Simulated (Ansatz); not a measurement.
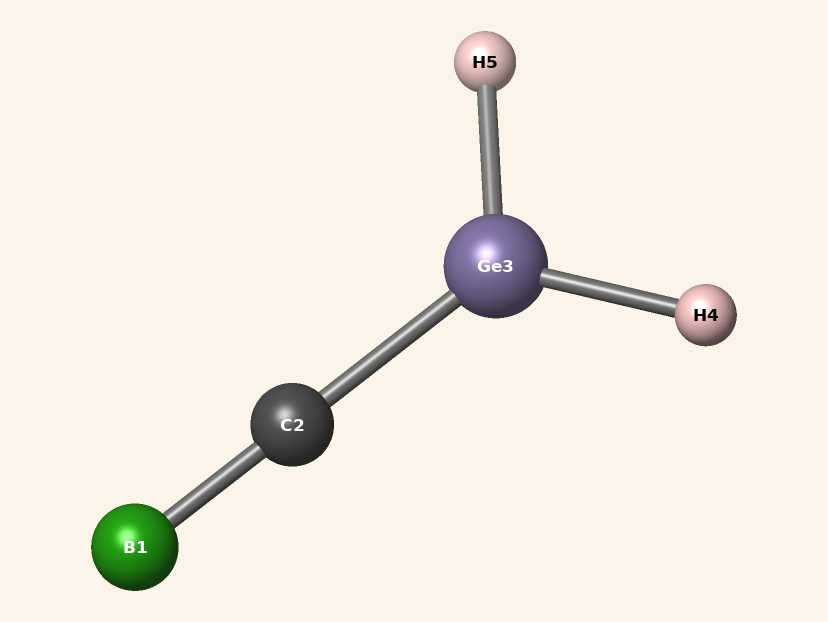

The atoms are numbered. The species is neutral and a spin doublet. Computed geometry: PBE0-D4/def2-TZVP optimisation. No frequency run is at hand to confirm it as a minimum.

Question: How are the neighbours of atom 3 arranged?

Answer: Ge3 has 3 neighbours (C2 at 1.75, H4 at 1.53, H5 at 1.53 Å); the arrangement is trigonal planar.

Question: How are the neighbours of atom 2 arranged?

Answer: C2 has 2 neighbours (B1 at 1.35, Ge3 at 1.75 Å); the arrangement is linear.
